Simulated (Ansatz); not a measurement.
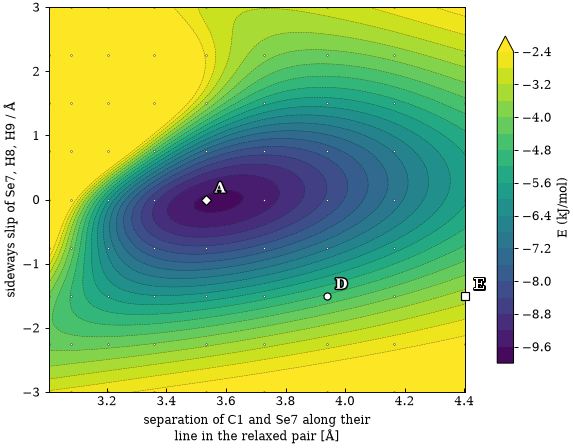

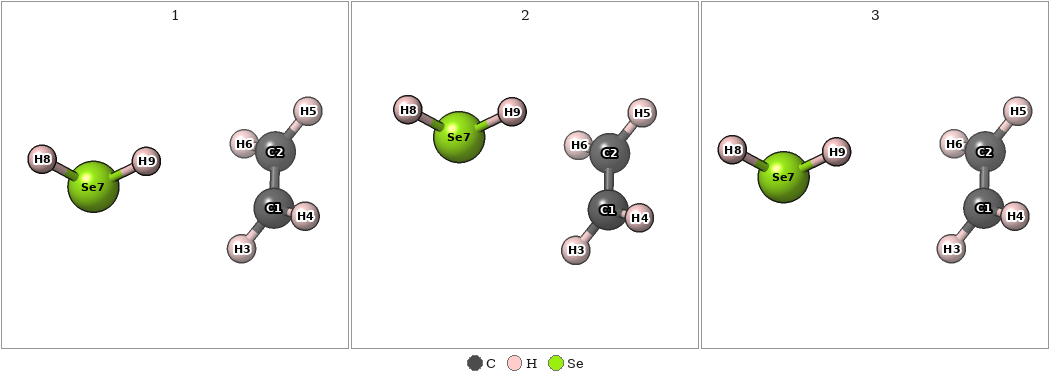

The pair C₂H₄···H₂Se. Coordinates scanned: (1) separation of C1 and Se7 along their line in the relaxed pair; (2) sideways slip of Se7, H8, H9. Nothing is relaxed (both partners rigid). Grid: 9 × 9 points. Points are written as (first, second). Energies are in kJ/mol, from the two partners far apart, frozen as in the relaxed pair, each in its own basis (no counterpoise correction). Level of theory: RKS B3LYP-D4/def2-SVPD (Ansatz).

In the figure: filled contours, dots at the grid points, one colour for all values above the top of the scale, lettered points. Between grid points the surface is interpolated. The numbered pictures are the structures at these points, in random order.

### Which structure belongs to which point?

A is structure 2: (3.534 Å, 0.00 Å), −9.7 kJ/mol; D is structure 1: (3.939 Å, −1.50 Å), −4.7 kJ/mol; E is structure 3: (4.404 Å, −1.50 Å), −3.4 kJ/mol.
